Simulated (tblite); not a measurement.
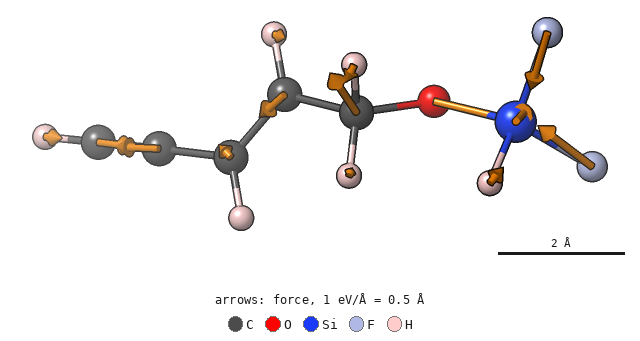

Starting geometry of C5H6F2OSi with the computed forces as orange arrows. A ball-and-stick model, seen at a tilt.

Method: GFN2-xTB geometry optimisation, gas phase in tblite 0.8.0. 

**What follows when this structure is relaxed?**

It isn't relaxed: the largest force vector, on the O atom, is 3.45 eV/Å. The final displacements have little in common with the starting forces (cosine between the two patterns 0.23). Over 121 geometry steps the energy falls by 89.4 kJ/mol. The atom that moves furthest after the best rigid fit is an H atom (0.90 Å). Largest moves by element: H 0.90 Å, F 0.87 Å, O 0.52 Å, C 0.32 Å, Si 0.13 Å. Among the contacts that change: O–Si 1.711 → 1.593 Å, F–Si 1.695 → 1.585 Å, F–Si 1.681 → 1.599 Å, H–Si 1.473 → 1.439 Å. Bond angles that change, for instance: C–O–Si 112.8° → 133.5°, C–C–H 124.1° → 115.3°, O–Si–H 110.1° → 117.8°. Groups turn about O–Si by about 40°.
